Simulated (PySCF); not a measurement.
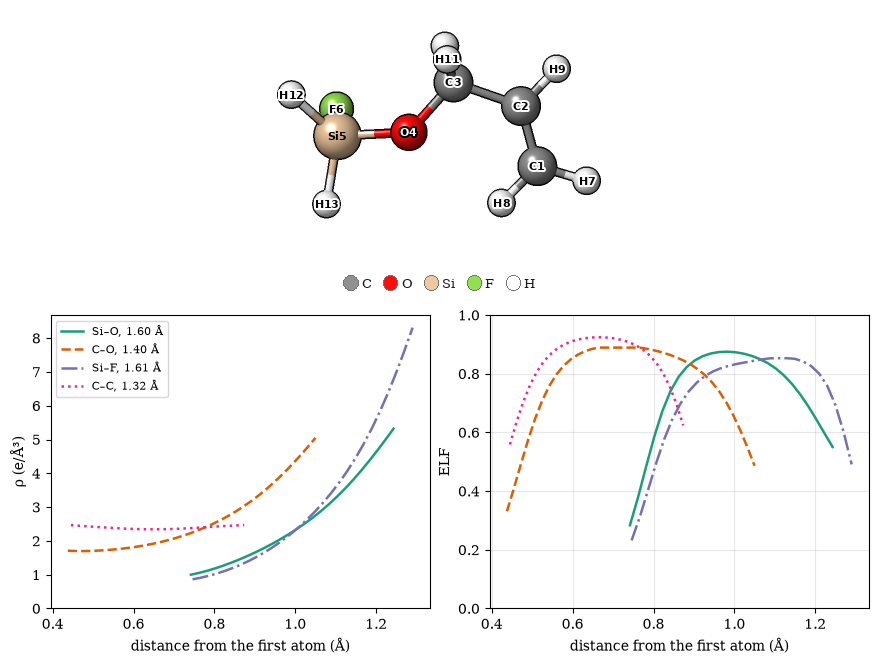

Figure. C3H7FOSi (SMILES C=CCO[SiH2]F). Total electron density and electron localisation function along straight lines between neighbouring atoms. The curves leave out the atomic cores. The structure is drawn too.

Geometry: GFN2-xTB.

Computed with PySCF 2.14.0, wB97X-D/def2-SVPD, SCF density, gas phase.

Input file:

```
{"job": {"kind": "uv", "xc": "wB97X-D", "basis": "def2-SVPD", "nstates": 8, "ntriplets": 3}, "charge": 0, "multiplicity": 1}
C      2.079417    -0.264416    -0.622917
C      1.604547     0.228257     0.504082
C      0.159408     0.202869     0.904511
O     -0.637089    -0.438335    -0.051508
Si    -2.153084    -0.227603    -0.530647
F     -2.379281     1.308917    -0.964411
H      3.126210    -0.218329    -0.867345
H      1.428500    -0.733917    -1.340218
H      2.248128     0.702514     1.233104
H     -0.183515     1.234373     1.061466
H      0.057573    -0.328679     1.861952
H     -3.152667    -0.413911     0.509617
H     -2.202535    -1.051255    -1.715413
```

Launched as:

```sh
OMP_NUM_THREADS=1 python probes_run.py task.json out
```

Question: Compare the contacts.

Answer: Si–O (1.60 Å): ρ at the midpoint is about 1.2 e/Å³; the ELF peaks at about 0.90 between the atoms: a polar covalent bond.
C–O (1.40 Å): the density is about 2.1 e/Å³ at the midpoint, with its minimum of 1.7 e/Å³ about 0.5 Å from C; the ELF peaks at about 0.90 between the atoms (a polar covalent bond).
Si–F (1.61 Å): ρ is about 1 e/Å³ halfway; the ELF peaks at about 0.85 in the valence shell of F, 0.5 Å from its nucleus, and is about 0.50 at the midpoint.
C–C (1.32 Å): ρ is about 2.3 e/Å³ halfway; the ELF peaks at about 0.90 between the atoms: a multiple bond.
